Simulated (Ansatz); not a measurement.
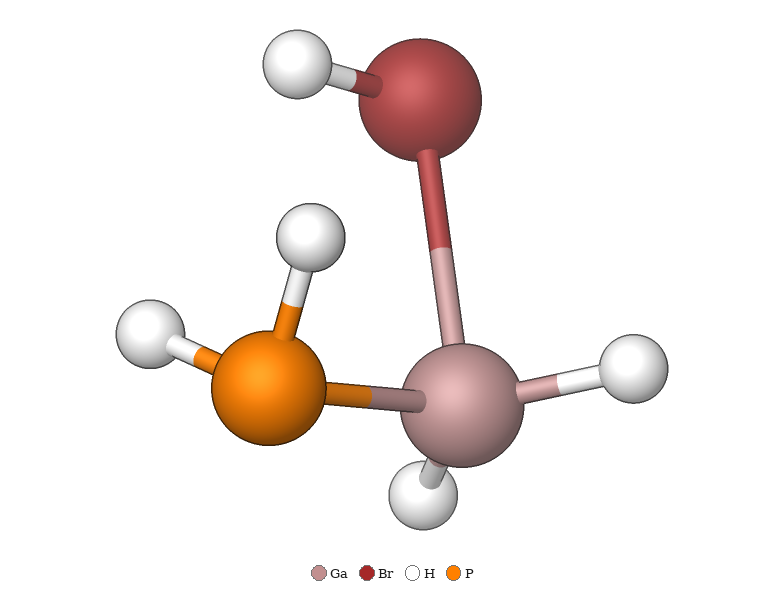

Source: calculation with Ansatz.

Starting geometry of the run.

Input file:

```yaml
crystal:
  periodic: [false, false, false]
  atoms:
    - {symbol: Ga, position_ang: [-0.817144, -0.815732, -0.420919]}
    - {symbol: Br, position_ang: [0.823405, 1.179661, -1.823550]}
    - {symbol: H, position_ang: [-0.161154, -2.015553, -1.188846]}
    - {symbol: H, position_ang: [-2.162302, -0.163196, -0.894571]}
    - {symbol: H, position_ang: [1.394763, 1.598910, -0.589007]}
    - {symbol: P, position_ang: [-0.110503, -0.398760, 1.759946]}
    - {symbol: H, position_ang: [1.279188, -0.398736, 1.466318]}
    - {symbol: H, position_ang: [-0.246253, 1.013407, 1.690628]}
basis:
  gaussian: {orbitals: def2-TZVPP}
hamiltonian: {xc: {name: wB97M-V}}
```

Result:

```
Functional definition: wB97M-V
  name "wB97M-V"
  cite "Mardirossian & Head-Gordon, J. Chem. Phys. 144, 214110 (2016) doi:10.1063/1.4952647"
  cite "Becke, J. Chem. Phys. 107, 8554 (1997) doi:10.1063/1.475007"
  cite "Vydrov & Van Voorhis, J. Chem. Phys. 133, 244103 (2010) doi:10.1063/1.3521275"
  # Of w^i u^j: cxij and so on, Table III.
  parameter omega = 0.3/bohr
  parameter cx = 0.15
  parameter cx01 = 1.007
  parameter cx10 = 0.259
  parameter css00 = 0.443
  parameter css04 = -1.437
  parameter css10 = -4.535
  parameter css20 = -3.390
  parameter css43 = 4.278
  parameter cos00 = 1.000
  parameter cos10 = 1.358
  parameter cos20 = 2.924
  parameter cos21 = -8.812
  parameter cos60 = -1.390
  parameter cos61 = 9.142
  parameter b = 6.0
  parameter c = 0.01
  gx(w, u) = 1 - cx + cx01*u + cx10*w
  gss(w, u) = css00 + css04*u^4 + css10*w + css20*w^2 + css43*w^4*u^3
  gos(w, u) = cos00 + cos10*w + (cos20 + cos21*u)*w^2 + (cos60 + cos61*u)*w^6
  exchange = spin_sum(e_x_unif_sr(omega)*gx(b97_w, b97_u_x)) + cx*exact_x_sr(omega) + exact_x_lr(omega)
  correlation = spin_sum(e_c_pw_mod_same_spin*gss(b97_w, b97_u_same))
      + integral(e_c_pw_mod_opposite_spin*gos(b97_w_opposite, b97_u_opposite)) + vv10(b, c)
1393 factors; their error is unknown
283 factors; integrals over basis functions are off by at most 2.6e-5 eV
mean field evaluation 1: about -131785.6694 eV, gradient 2.3e1 eV
mean field evaluation 2: about -131786.2066 eV, gradient 2.3e1 eV
mean field evaluation 4: about -131786.6634 eV, gradient 9.5e-1 eV
mean field evaluation 8: about -131787.0211 eV, gradient 3.4e-1 eV
mean field evaluation 16: about -131787.0213 eV, gradient 6.9e-5 eV
mean field -131787.02125185 eV, -4843.0837025541 hartree, gradient 6.9e-5 eV, S^2 0.000000; 0 other end points of the search recorded, 0 dependent functions left out
reference -131787.02130186 eV, -4843.0837043921 hartree; 43, 43 occupied and 165, 165 virtual orbitals, 1393 factors
Total energy: -131787.02130186 eV, -4843.0837043921 hartree
```
